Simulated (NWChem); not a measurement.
# IF (iodine monofluoride): B3LYP/def2-SVP (density fitting, core potential)

What is the vertical ionisation energy of IF (iodine monofluoride) at B3LYP/def2-SVP (density fitting, core potential)? 

The calculation is run with NWChem 7.3.0.

4 further runs of the same task are left out: 4 set aside as unsound or not needed.

## (1) The system as given

The species is IF (2 atoms), meant as a singlet with charge 0. SMILES: `FI`. The bond length is the measured one.

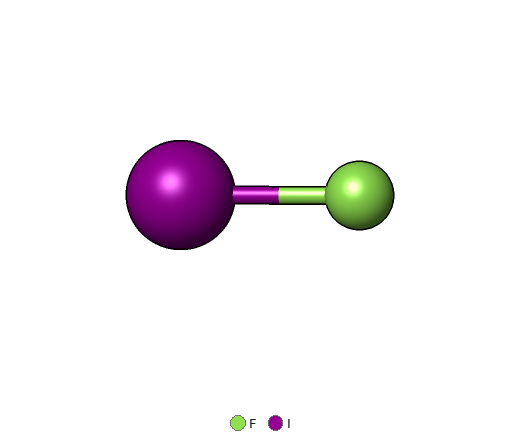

Viewed from a chosen angle; fluorine green, iodine purple.

## (2) A single-point energy at B3LYP/def2-SVP (density fitting, core potential)

Contents of fi.nw:

```
START fi
memory stack 880 mb heap 220 mb global 1100 mb
charge 0
GEOMETRY units bohr noautosym nocenter noautoz
   F      0.00000000     0.00000000     0.00000000
   I      0.00000000     0.00000000     3.60892147
END
BASIS spherical bse
   * library def2-SVP
END
ECP bse
   I library def2-SVP
END
BASIS "cd basis" spherical
   * library "dgauss a1 dft coulomb fitting"
END
DFT
   xc b3lyp
   mult 1
   grid fine
   convergence energy 1e-08
   iterations 100
   mulliken
   print low
END
TASK dft energy
```

The run is started by

```
$ nwchem fi.nw > fi.out
```

Output:

```text
[...]
 d= 0,ls=0.0,diis     1   -398.0649837407 -4.60D+02  1.71D-02  6.86D-01     0.9
[...]
 d= 0,ls=0.0,diis     8   -398.0947178816  3.43D-10  4.31D-06  3.80D-08     4.4
         Total DFT energy =     -398.094717881632
      One electron energy =     -780.100253361400
           Coulomb energy =      352.430752540756
    Exchange-Corr. energy =      -32.770713318074
 Nuclear repulsion energy =       62.345496257085
[...]
      Total Density - Mulliken Population Analysis
     ---------------------------------------------
    Atom       Charge   Shell Charges
 -----------   ------   -------------------------------------------------------
    1 F    9     9.41   1.99  1.13  0.85  3.31  2.12  0.00
    2 I   25    24.59   0.21  1.84  1.28  0.63  3.06  3.00  2.18  2.29  9.87  0.22
[...]
```

It took 5.1 s on 1 thread of Intel Xeon Platinum 8488C (Sapphire Rapids), shared host; peak memory 0.11 GiB.

## (3) The doublet cation

Contents of sp.nw:

```
start sp
memory total 2200 mb
charge 1
geometry units angstrom noautosym nocenter noautoz
F     0.000000    0.000000    0.000000
I     0.000000    0.000000    1.909759
end
basis spherical bse
* library def2-SVP
end
ecp bse
I library def2-SVP
end
basis "cd basis" spherical
* library "dgauss a1 dft coulomb fitting"
end
dft
xc b3lyp
mult 2
grid fine
convergence energy 1e-08
maxiter 100
mulliken
noprint "final vectors analysis"
end
task dft energy
```

The run is started by

```
$ nwchem sp.nw > sp.out
```

Output:

```text
[...]
          Wavefunction type:  spin polarized.
          No. of atoms     :     2
          No. of electrons :    33
[...]
          Charge           :     1
          Spin multiplicity:     2
[...]
          AO basis - number of functions:    40
[...]
              XC Information
              --------------
                         B3LYP Method XC Potential
                     Hartree-Fock (Exact) Exchange  0.200
                        Slater Exchange Functional  0.800 local
                    Becke 1988 Exchange Functional  0.720 non-local
              Lee-Yang-Parr Correlation Functional  0.810
                  VWN I RPA Correlation Functional  0.190 local
[...]
 d= 0,ls=0.0,diis     1   -397.5957434039 -4.60D+02  1.90D-02  5.08D-01     1.1
[...]
 d= 0,ls=0.0,diis    12   -397.7018739014 -3.06D-10  2.62D-07  2.32D-11     6.6
[...]
         Total DFT energy =     -397.701873901384
      One electron energy =     -769.307840348268
           Coulomb energy =      341.693581698952
    Exchange-Corr. energy =      -32.433115927772
 Nuclear repulsion energy =       62.345500675704
[...]
      Total Density - Mulliken Population Analysis
     ---------------------------------------------
    Atom       Charge   Shell Charges
 -----------   ------   -------------------------------------------------------
    1 F    9     9.24   1.99  1.16  0.83  3.26  1.99  0.01
    2 I   25    23.76   0.22  1.84  1.41  0.51  3.05  3.01  2.09  1.54  9.88  0.21
[...]
      <S2> =      0.7516 (Exact =     0.7500)
[...]
```

It took 7.5 s on 1 thread of Intel Xeon Platinum 8488C (Sapphire Rapids), shared host; peak memory 0.11 GiB.

## (4) Summary of results

Level: B3LYP/def2-SVP (density fitting, core potential).

```
                                          quantity          value
                          singlet IF: total energy  -398.09472 Eh
                      doublet cation: total energy  -397.70187 Eh
                              doublet cation: ⟨S²⟩          0.752
vertical ionisation energy (to the doublet cation)      10.690 eV
```

What this shows: The vertical ionisation energy comes to 10.69 eV (247 kcal/mol).
